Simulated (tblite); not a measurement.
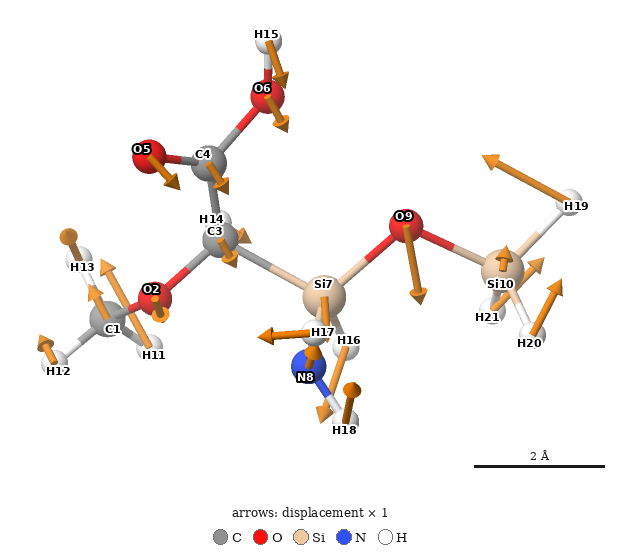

This is a relaxation of C3H11NO4Si2. The starting structure is drawn; orange arrows show the displacements, at their true length. The two geometries are superimposed by the best rigid fit.

The picture is a ball-and-stick view, seen at a tilt.

These are results of GFN2-xTB geometry optimisation, gas phase in tblite 0.8.0, not measurements. 

Describe the change and its energy.

The largest move after the best rigid fit is that of H11, 1.59 Å. By element the largest moves are H 1.59 Å, O 1.39 Å, Si 0.72 Å, C 0.62 Å, N 0.54 Å. Some distances before and after: Si7–Si10 2.795 → 3.186 Å, O9–Si10 1.714 → 1.625 Å, Si7–O9 1.701 → 1.613 Å, Si7–N8 1.790 → 1.714 Å. Bond angles that change, for instance: Si7–O9–Si10 109.9° → 159.4°, C4–O6–H15 126.9° → 109.4°, N8–Si7–H16 110.8° → 120.1°. Groups turn about O9–Si10 by about 155°, Si7–O9 by about 130°, O2–C3 by about 60°. After 171 geometry steps the energy has fallen by 162.5 kJ/mol.
